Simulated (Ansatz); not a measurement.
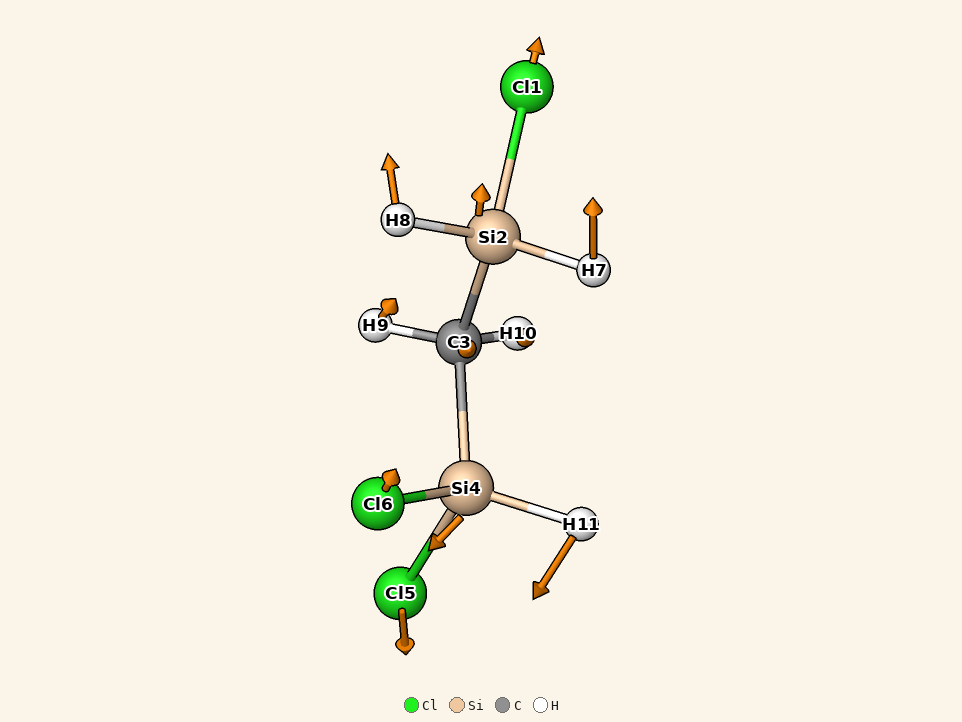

The arrows show one normal mode. Harmonic vibrations computed with RKS PBE0-D4/def2-TZVP (Ansatz 0.2.0) at a stationary point of the same level.

> What kind of motion is it?

Mostly angle bending.

> At what wavenumber does it lie?

220 cm⁻¹; it is mode 6 of 27 counted from the lowest.
